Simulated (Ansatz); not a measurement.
# wB97M-V/3-21G run of [BH4]− (SMILES [H][B-]([H])([H])[H])

What is the vertical ionisation energy of [BH4]− at wB97M-V/3-21G? 

The calculation is run with Ansatz 0.2.0.

**1. The structure to begin with**

The species is [BH4]− (5 atoms), meant as a singlet with charge -1. SMILES: `[H][B-]([H])([H])[H]`. Geometry: relaxed at GFN2-xTB.

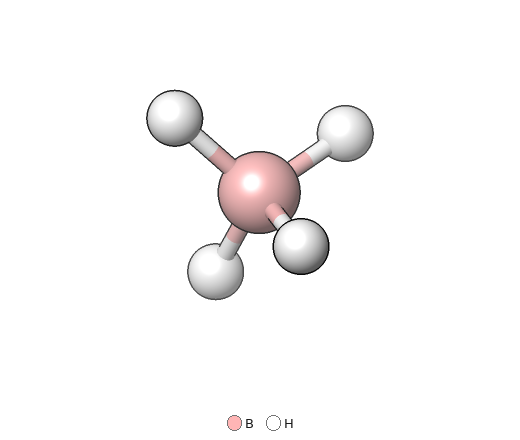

Viewed from a chosen angle; boron pink, hydrogen white.

**2. A single-point energy at wB97M-V/3-21G**

Contents of run.yaml:

```yaml
crystal:
  periodic: [false, false, false]
  atoms:
    - {symbol: B, position_ang: [0.000000, -0.000190, -0.000050]}
    - {symbol: H, position_ang: [0.011880, -0.020580, 1.229120]}
    - {symbol: H, position_ang: [1.154650, 0.011840, -0.420810]}
    - {symbol: H, position_ang: [-0.587600, 1.007810, -0.387560]}
    - {symbol: H, position_ang: [-0.578930, -0.998880, -0.420690]}
basis:
  gaussian: {orbitals: 3-21G.json}
total_charge: -1
hamiltonian: {xc: {name: wB97M-V}}
accuracy: high
```

The basis set 3-21G is read from a file made from the Basis Set Exchange's data (not shown).

Command:

```bash
ansatz run run.yaml --threads 1 --pin off --max-ram 2610MiB --events-out events.jsonl --progress --plain --runs-dir runs
```

The program printed:

```text
Warning: RAYON_NUM_THREADS=1 ignored (pool sized by the plan → 1); use --threads N
Functional definition: wB97M-V
  name "wB97M-V"
  parameter omega = 0.3/bohr
  parameter cx = 0.15
  parameter cx01 = 1.007
  parameter cx10 = 0.259
  parameter css00 = 0.443
  parameter css04 = -1.437
  parameter css10 = -4.535
  parameter css20 = -3.390
  parameter css43 = 4.278
  parameter cos00 = 1.000
  parameter cos10 = 1.358
  parameter cos20 = 2.924
  parameter cos21 = -8.812
  parameter cos60 = -1.390
  parameter cos61 = 9.142
  parameter b = 6.0
  parameter c = 0.01
  gx(w, u) = 1 - cx + cx01*u + cx10*w
  gss(w, u) = css00 + css04*u^4 + css10*w + css20*w^2 + css43*w^4*u^3
  gos(w, u) = cos00 + cos10*w + (cos20 + cos21*u)*w^2 + (cos60 + cos61*u)*w^6
  exchange = spin_sum(e_x_unif_sr(omega)*gx(b97_w, b97_u_x)) + cx*exact_x_sr(omega) + exact_x_lr(omega)
  correlation = spin_sum(e_c_pw_mod_same_spin*gss(b97_w, b97_u_same))
      + integral(e_c_pw_mod_opposite_spin*gos(b97_w_opposite, b97_u_opposite)) + vv10(b, c)
342 factors; integrals over basis functions are off by at most 5.4e-9 eV
155 factors; integrals over basis functions are off by at most 9.5e-10 eV
mean field evaluation 1: about -735.8395 eV, gradient 5.6e0 eV
mean field evaluation 2: about -735.9809 eV, gradient 1.3e0 eV
mean field evaluation 4: about -735.9615 eV, gradient 2.4e-1 eV
mean field evaluation 8: about -735.9618 eV, gradient 4.1e-4 eV
mean field -735.96177439 eV, -27.0460963561 hartree, gradient 3.7e-8 eV, S^2 0.000000; 0 other end points of the search recorded, 0 dependent functions left out
reference -735.96177681 eV, -27.0460964451 hartree; 5, 5 occupied and 12, 12 virtual orbitals, 342 factors
Total energy: -735.96177681 eV, -27.0460964451 hartree
```

Wall time 6 s (1 thread of Arm Neoverse V2, shared host); peak memory 0.2 GiB.

**3. Doublet neutral BH4 at the same level**

Contents of in.yaml:

```yaml
crystal:
  periodic: [false, false, false]
  atoms:
    - symbol: B
      position_ang: [0.000000, -0.000190, -0.000050]
    - symbol: H
      position_ang: [0.011880, -0.020580, 1.229120]
    - symbol: H
      position_ang: [1.154650, 0.011840, -0.420810]
    - symbol: H
      position_ang: [-0.587600, 1.007810, -0.387560]
    - symbol: H
      position_ang: [-0.578930, -0.998880, -0.420690]
basis:
  gaussian: {orbitals: 3-21G.json}
magnetization: {spin_polarized: true, initial_magnetization: 1}
accuracy: high
hamiltonian: {xc: {name: wB97M-V}}
```

The basis set 3-21G is read from a file made from the Basis Set Exchange's data (not shown).

Command:

```bash
ansatz run in.yaml --threads 1 --pin off --max-ram 2610MiB --events-out events.jsonl --progress --plain --runs-dir runs
```

The program printed (excerpt; [...] marks lines left out):

```text
Warning: RAYON_NUM_THREADS=1 ignored (pool sized by the plan → 1); use --threads N
Functional definition: wB97M-V
  name "wB97M-V"
[...]
  gx(w, u) = 1 - cx + cx01*u + cx10*w
  gss(w, u) = css00 + css04*u^4 + css10*w + css20*w^2 + css43*w^4*u^3
  gos(w, u) = cos00 + cos10*w + (cos20 + cos21*u)*w^2 + (cos60 + cos61*u)*w^6
[...]
      + integral(e_c_pw_mod_opposite_spin*gos(b97_w_opposite, b97_u_opposite)) + vv10(b, c)
342 factors; integrals over basis functions are off by at most 5.4e-9 eV
155 factors; integrals over basis functions are off by at most 9.5e-10 eV
[...]
mean field -731.86795708 eV, -26.8956513448 hartree, gradient 4.9e-8 eV, S^2 0.752724; 4 other end points of the search recorded, 0 dependent functions left out
reference -731.86795947 eV, -26.8956514326 hartree; 5, 4 occupied and 12, 13 virtual orbitals, 342 factors
Total energy: -731.86795947 eV, -26.8956514326 hartree
```

It took 13 s on 1 thread of Arm Neoverse V2, shared host; peak memory 0.35 GiB.

**4. What came out**

At wB97M-V/3-21G:

```
                                           quantity         value
                       singlet [BH4]−: total energy  -27.04610 Eh
                  doublet neutral BH4: total energy  -26.89565 Eh
                          doublet neutral BH4: ⟨S²⟩         0.753
vertical detachment energy (to the doublet neutral)      4.094 eV
```

In words: The vertical ionisation energy comes to 4.09 eV (94 kcal/mol).
